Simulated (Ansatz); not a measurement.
## Electronic structure of C₅H₆OSi (SMILES O=CC1=C[SiH2]C=C1) in real space

```xyz
13

C    -1.3937    2.2882    0.3668
C    -0.0295    1.7088    0.3795
C     0.9813    2.2218    1.1276
C     1.5507    0.0453   -0.3833
C     0.2855    0.5134   -0.4496
O    -2.3100    1.8501   -0.2904
Si    2.4992    1.1481    0.8056
H    -1.5231    3.1852    1.0258
H     0.8363    3.0980    1.7648
H     2.9985    0.4604    2.0314
H     3.6285    1.9035    0.1900
H     1.8804   -0.8258   -0.9531
H    -0.5126    0.0824   -1.0609
```

Geometry: B3LYP-D3(BJ)/def2-SVP.

Level of theory: Ansatz 0.2.0, isolated molecule in a Gaussian basis; Kohn-Sham density functional theory, functional PBE0.

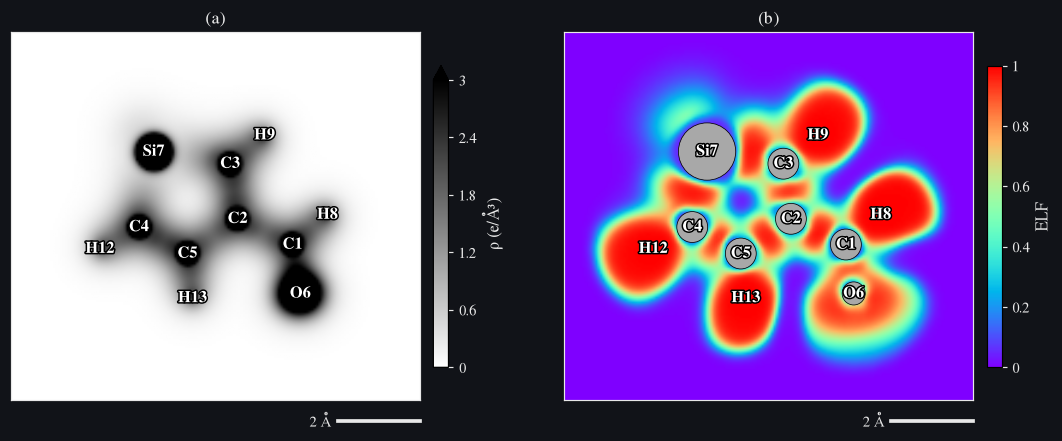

Figure 1. (a) electron density; (b) ELF on the plane of atoms Si7, C4 and H12. Grey discs cover the atomic cores in the ELF map.

**What do the fields say about this system?**

- Atoms in the plane: C, O, Si and H.
- C–O (1.21 Å): ρ is about 3.3 e/Å³ halfway; the ELF peaks at about 0.85 between the atoms; a multiple bond.
- C–C (1.35 Å): ρ at the midpoint is about 2.2 e/Å³; the ELF peaks at about 0.95 between the atoms; a covalent bond.
- C–Si (1.88 Å): the density is about 0.94 e/Å³ at the midpoint; the ELF peaks at about 0.95 between the atoms (a shared electron pair).
- C–H (1.09 Å): ρ at the midpoint is about 1.9 e/Å³; the ELF climbs to about 1 towards the hydrogen, as it does in any bond to H: an ordinary covalent bond to hydrogen.
- C–C (1.48 Å): ρ is about 1.8 e/Å³ halfway; the ELF peaks at about 0.95 between the atoms (a covalent bond).
- The ELF also peaks beside O6, away from the bonds: lone-pair regions.

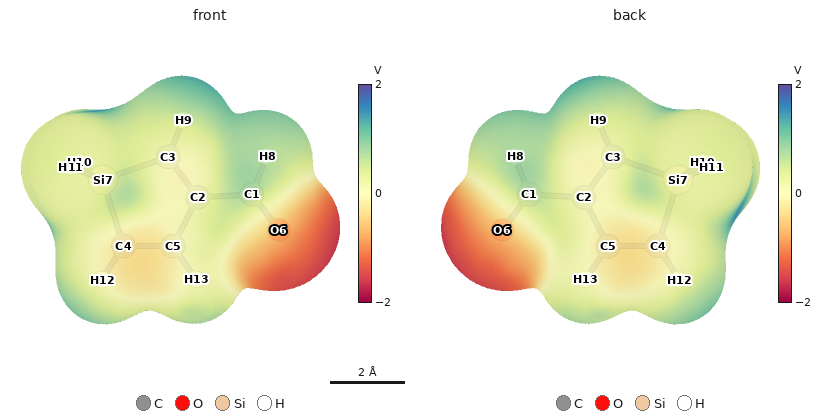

Figure 2. The molecular electrostatic potential painted on the density surface at 0.002 e/bohr³, seen from the front and from behind; red is negative and blue positive.

**Which sites attract a positive test charge, and which a negative one?**

A positive charge is drawn to the negative regions and a negative charge to the positive ones. The most negative region (about −1.6 V) lies over O6, the most positive (about +1.5 V) over Si7. O6 is the likeliest acceptor of a hydrogen bond.

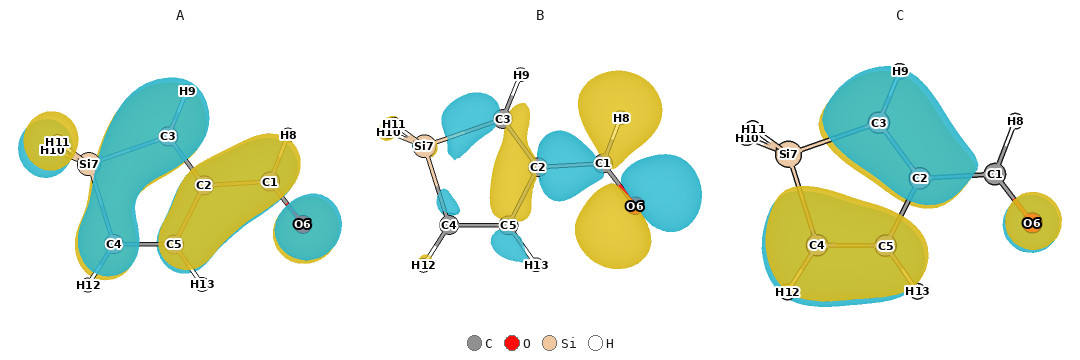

Figure 3. Three frontier orbitals at ±0.08 Å⁻³ᐟ² (yellow and cyan are the two phases), in no order.

**Which picture is the HOMO−1, the HOMO and the LUMO?**

B is the HOMO−1 (−7.70 eV). By Hirshfeld shares it lies mainly on O6 (about 60 %), C1 (about 15 %), H8 (about 10 %) and C2 (about 10 %). C is the HOMO (−7.38 eV). It lies mainly on C4 (about 30 %), C3 (about 25 %), C5 (about 20 %) and C2 (about 15 %). A is the LUMO (−2.54 eV). Its weight (Hirshfeld) is mainly on C3 (about 25 %), C2 (about 15 %), C1 (about 15 %), O6 (about 15 %), Si7 (about 10 %) and C4 (about 5 %).

**What is the HOMO–LUMO gap?**

4.84 eV between the orbital energies.

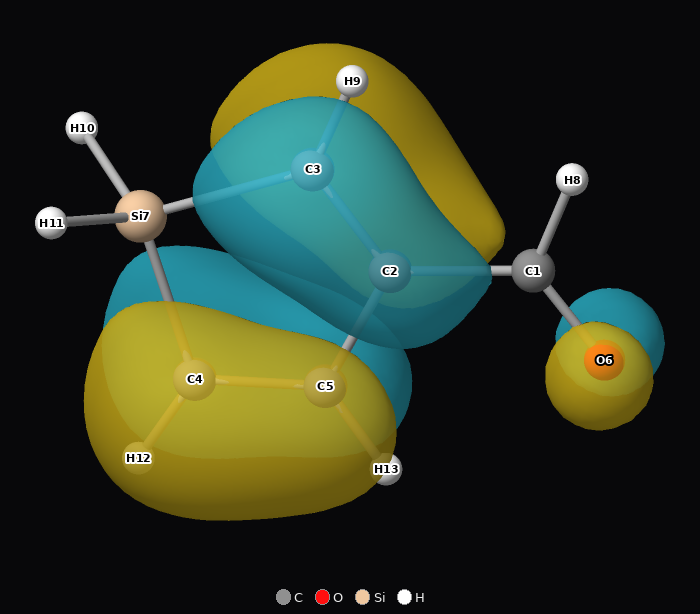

Figure 4. One frontier orbital at ±0.08 Å⁻³ᐟ² (yellow and cyan are the two phases), seen at a tilt.

**Which orbital is it: HOMO or LUMO?**

The HOMO, at −7.38 eV. By Hirshfeld shares it lies mainly on C4 (about 30 %), C3 (about 25 %), C5 (about 20 %) and C2 (about 15 %).
